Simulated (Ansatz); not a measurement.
Consider LaAgS2.

```yaml
crystal:
  lattice:
    - [4.13002, 0.00000, 0.00000]
    - [0.00000, 4.13002, 0.00000]
    - [0.00000, 0.00000, 5.60490]
  atoms:
    - { symbol: Ag, position: [0.00000, 0.00000, 0.00000] }
    - { symbol: S, position: [0.00000, 0.00000, 0.50000] }
    - { symbol: La, position: [0.50000, 0.50000, 0.50000] }
    - { symbol: S, position: [0.50000, 0.50000, 0.00000] }
```

Space group P4/mmm; started from the I-III-VI2 or I-V-VI2 ordering on rocksalt lattice prototype, which need not be the ambient phase.

Method: DFT, PBE, plane waves, PAW in Ansatz 0.2.0.

Question: What will maps of the valence pseudo-density and electron localisation function show?

Answer: Ag–S (2.80 Å): ρ is about 0.24 e/Å³ halfway; the ELF peaks at about 0.85 in the valence shell of S, 0.8 Å from its nucleus, and drops to about 0.15 between the two atoms.
La–S (2.80 Å): ρ is about 0.33 e/Å³ halfway; the ELF peaks at about 0.90 in the valence shell of S, 0.8 Å from its nucleus, and drops to about 0.25 between the two atoms; a largely ionic contact.
Ag–S (2.92 Å): the density is about 0.2 e/Å³ at the midpoint; the ELF peaks at about 0.85 in the valence shell of S, 0.8 Å from its nucleus, and drops to about 0.10 between the two atoms.
La–S (2.92 Å): ρ at the midpoint is about 0.26 e/Å³; the ELF peaks at about 0.85 in the valence shell of S, 0.8 Å from its nucleus, and drops to about 0.20 between the two atoms; a largely ionic contact.

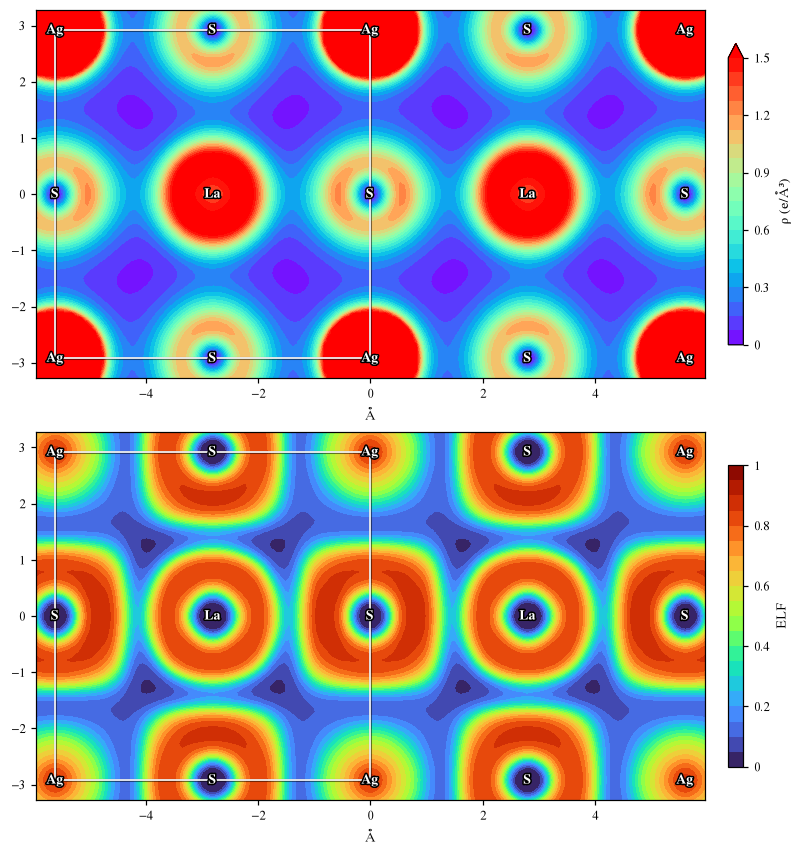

Computed valence pseudo-density and electron localisation function on the (11̄0) plane of the conventional cell, in this order. 
